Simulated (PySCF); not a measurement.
# IrCl₄: sextet, from a PBE minimum start

Where does sextet IrCl₄ go from a PBE minimum start, is the end point a minimum, and what are its modes, charges and moments?

Method: PBE, basis Ir def2-SVP with ECP60, Cl def2-SVP, scalar-relativistic core potentials, no spin–orbit coupling, density fitting; program: PySCF 2.14.0.

### Step 1. The system as given

5 atoms, charge 0, spin multiplicity 6.

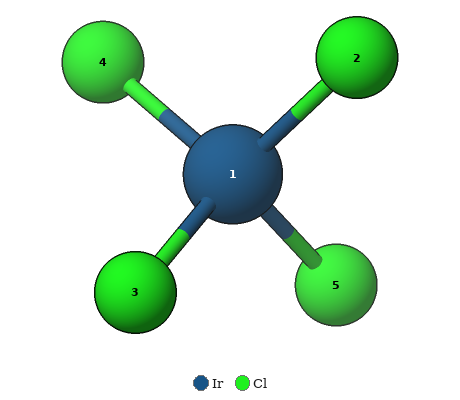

As it starts; iridium blue, chlorine green; atoms are numbered from 1 in the order of the file.

Z-matrix (Å, degrees; charge 0 multiplicity 6):
```
Ir
Cl 1 2.3155
Cl 1 2.3155 2 109.47
Cl 1 2.3155 2 109.47 3 120.00
Cl 1 2.3155 2 109.47 3 -120.00
```

### Step 2. First SCF at the start

One driver script runs all steps and calls PySCF; scf.py shows how it sets up the SCF of each step. The optimiser is the driver's own. After this first run the driver tries any further starts and a stability analysis.

File scf.py:

```python
from pyscf import gto, scf, dft
mol = gto.M(atom='''
Ir    -0.000000    -0.000000     0.000000
Cl     1.336860     1.336860     1.336860
Cl     1.336860    -1.336860    -1.336860
Cl    -1.336860    -1.336860     1.336860
Cl    -1.336860     1.336860    -1.336860''',
    basis={'Ir': 'def2-SVP', 'Cl': 'def2-SVP'},
    ecp={'Ir': 'def2-SVP'},
    charge=0, spin=5)
mf = dft.UKS(mol, xc='PBE')
mf.grids.atom_grid = (50, 194)
aux = {'Ir': 'def2-universal-JKFIT', 'Cl': 'def2-universal-JKFIT'}
mf = mf.density_fit(auxbasis=aux)
mf.conv_tol = 1e-08
mf.diis_space = 10
mf.max_cycle = 60
mf.init_guess = 'minao'
mf.verbose = 4
mf.kernel()
```

On the command line:

```sh
$ OMP_NUM_THREADS=4 python axn.py task.json out
```

What it wrote:

```text
init E= -1932.21012646723
[... the frontier-level lines of each cycle are left out ...]
cycle= 1 E= -1943.04443793496  delta_E= -10.8  |g|= 1.27  |ddm|=  5.9
cycle= 2 E= -1934.16744329354  delta_E= 8.88  |g|=  3.2  |ddm|=  8.7
cycle= 3 E= -1943.77169418443  delta_E= -9.6  |g|= 0.51  |ddm|= 8.56
cycle= 4 E= -1943.88187910411  delta_E= -0.11  |g|= 0.255  |ddm|= 0.653
cycle= 5 E= -1943.91406700786  delta_E= -0.0322  |g|= 0.0311  |ddm|= 0.263
cycle= 6 E= -1943.91447445823  delta_E= -0.000407  |g|= 0.0146  |ddm|= 0.0293
cycle= 7 E= -1943.91455918978  delta_E= -8.47e-05  |g|= 0.00599  |ddm|= 0.00866
cycle= 8 E= -1943.91457439273  delta_E= -1.52e-05  |g|= 0.00266  |ddm|= 0.00371
cycle= 9 E= -1943.91457806244  delta_E= -3.67e-06  |g|= 0.000196  |ddm|= 0.00247
cycle= 10 E= -1943.91457808011  delta_E= -1.77e-08  |g|= 5.34e-05  |ddm|= 0.000139
cycle= 11 E= -1943.91457808152  delta_E= -1.41e-09  |g|= 9.16e-06  |ddm|= 4.04e-05
Extra cycle  E= -1943.91457808036  delta_E= 1.17e-09  |g|= 4.87e-05  |ddm|= 4.86e-05
converged SCF energy = -1943.91457808036  <S^2> = 8.754061  2S+1 = 6.0013535
```

This step, with its further starts and checks, took 33 s on 4 threads of Arm Neoverse V1, shared host.

Energies from each starting density:

| start | energy (Eh) |
| --- | --- |
| the minimal-basis guess | -1943.914578 |
| a thermally smeared density | -1943.914578 |
| a smeared PBE density | -1943.914578 |

The test of internal stability and the other starts found no lower solution of this spin.

### Step 3. Relaxation: PBE minimum start, sextet

The program finds Td symmetry in the start, which this walk keeps. Threshold on the gradient: 0.0003 Eh/bohr, with a further test on the energy change.

scf.py, as its differences from that of step 2:

```diff
@@ -3 +3 @@
-Ir    -0.000000    -0.000000     0.000000
+Ir     0.000000     0.000000     0.000000
@@ -18 +17,0 @@
-mf.init_guess = 'minao'
```

The optimiser's trace:

| step | energy (Eh) | change (kJ/mol) | largest symmetric gradient (Eh/bohr) |
| --- | --- | --- | --- |
| 0 | -1943.914578 | 0.00 | 0.00005 |

The walk took 3.6 s.

End point (Td, 0 steps, 0.0 kJ/mol gained): Ir–Cl 2.316 Å (×4); Cl–Ir–Cl 109.5° (×6).

### Step 4. Frequencies

On the finer grid the gradient is checked again; gradients at displacements of ±0.02 bohr then give force constants and infrared intensities.

scf.py, as its differences from that of step 3:

```diff
@@ -3 +3 @@
-Ir     0.000000     0.000000     0.000000
+Ir    -0.000000    -0.000000     0.000000
@@ -12 +12 @@
-mf.grids.atom_grid = (50, 194)
+mf.grids.atom_grid = (75, 302)
@@ -15 +15 @@
-mf.conv_tol = 1e-08
+mf.conv_tol = 1e-10
```

The driver hands on the density of the step before, so the log starts near convergence.

SCF at the final geometry:

```text
init E= -1943.91416782873
[... the frontier-level lines of each cycle are left out ...]
cycle= 1 E= -1943.91416782865  delta_E= 8e-11  |g|= 1.32e-05  |ddm|= 1.32e-05
cycle= 2 E= -1943.91416782605  delta_E= 2.6e-09  |g|= 7.27e-05  |ddm|= 7.23e-05
cycle= 3 E= -1943.91416782874  delta_E= -2.69e-09  |g|= 1.12e-06  |ddm|= 6.12e-05
cycle= 4 E= -1943.91416782874  delta_E= -3.64e-12  |g|= 2.18e-07  |ddm|= 2.04e-06
Extra cycle  E= -1943.91416782874  delta_E= 4.55e-13  |g|= 7.21e-07  |ddm|= 1.43e-06
converged SCF energy = -1943.91416782874  <S^2> = 8.7540616  2S+1 = 6.0013537
```

The whole step took 1.9 min.

Geometry: Td; Ir–Cl 2.316 Å (×4); Cl–Ir–Cl 109.5° (×6).

Modes, for the most abundant isotopes:

```csv
symmetry,ω (cm⁻¹),IR (km/mol),type
t2,87,1.4,bend
e,88,0.0,bend
t2,327,77.9,stretch
a1,338,0.0,stretch
```

Every mode is real; the point is a minimum.

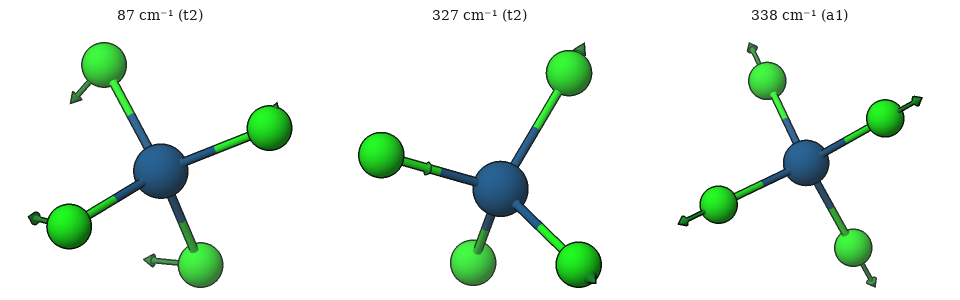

How the atoms move in 3 of the modes.

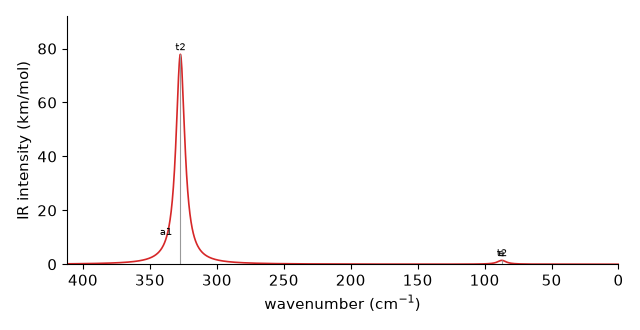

The harmonic infrared spectrum (widths in cm⁻¹). Lines are broadened to a width of 8 cm⁻¹ (Lorentzian).

Constants and moments:

```
Dipole moment                                                   : 0.00 D
Highest occupied level                                          : -6.61 eV
Lowest empty level                                              : -6.29 eV
Rotational constants                                            : 0.03372, 0.03372, 0.03372 cm⁻¹
Zero-point energy                                               : 10.5 kJ/mol
Principal polarisabilities                                      : 94.5, 94.5, 94.5 bohr³
Atomisation energy without zero-point energy                    : 1213 kJ/mol
Principal traceless quadrupole moments about the centre of mass : 0.00, 0.00, 0.00 D Å
Entropy at 298.15 K and 1 bar (electronic part: spin only)      : 400.5 J/(mol K)
Heat capacity Cp at 298.15 K                                    : 101.3 J/(mol K)
Enthalpy at 298.15 K above 0 K                                  : 23.92 kJ/mol
Rotational symmetry number                                      : 12
Spin squared ⟨S²⟩                                               : 8.754
```

Populations by atom (charges in e):

| atom | Mulliken | Löwdin | polar tensor | spin (Mulliken) | Mayer order to Ir1 |
| --- | --- | --- | --- | --- | --- |
| Ir1 | 0.52 | -0.54 | 1.10 | 2.64 | – |
| Cl2,3,4,5 | -0.13 | 0.14 | -0.27 | 0.59 | 1.08 |

Mulliken populations on Ir1 (outside its core potential): s 2.62, p 6.52, d 7.31, f 0.03.

### Step 5. Results

| quantity | value |
| --- | --- |
| minimum | sextet, Td |
| geometry | Ir–Cl 2.316 Å (×4); Cl–Ir–Cl 109.5° (×6) |
| wavenumbers (cm⁻¹) | 87 (t2), 88 (e), 327 (t2), 338 (a1) |
| dipole moment | 0.00 D |
| highest occupied, lowest empty level (either spin) | -6.61, -6.29 eV |
| polar-tensor charge of Ir1 | +1.10 e |
| zero-point energy | 10.5 kJ/mol |
| entropy at 298.15 K | 400.5 J/(mol K) |
| atomisation energy (no zero-point energy) | 1213 kJ/mol |
| ⟨S²⟩ | 8.754 |

In words: The PBE minimum start keeps its Td symmetry and ends in a minimum. The strongest infrared band lies at 327 cm⁻¹ (t2, stretch). Ir1 has a polar-tensor charge of +1.1 e (a dipole derivative, not a static charge), yet symmetry cancels the bond dipoles. Most of the spin sits on Ir1 (Mulliken spin 2.64, against 5 for the whole molecule). Only this shape and spin were tried, so other structures or states may lie lower. One determinant may miss the lowest occupation of an open d or f shell. Spin–orbit coupling, left out here, can matter for elements this heavy.

The search up to here took 2.5 min.
